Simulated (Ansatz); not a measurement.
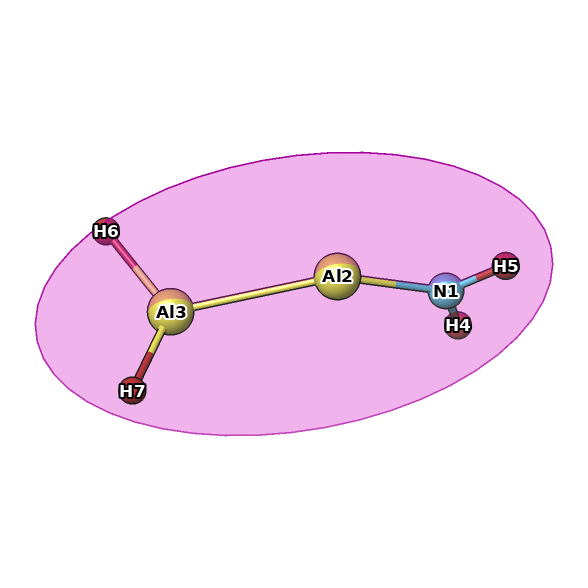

A disc through the centre of mass is drawn in. Depth is shown by fading: the farther an atom, the more it takes the colour of the background. Charge 0, doublet. Computed geometry: PBE-D4/def2-SVP optimisation. No frequency run is at hand to confirm it as a minimum.

### Is the plane of the disc a mirror plane of the structure?

Yes. The reflection leaves N1, Al2, Al3, H4, H5 in place and moves H6 ↔ H7. The point group is Cs.
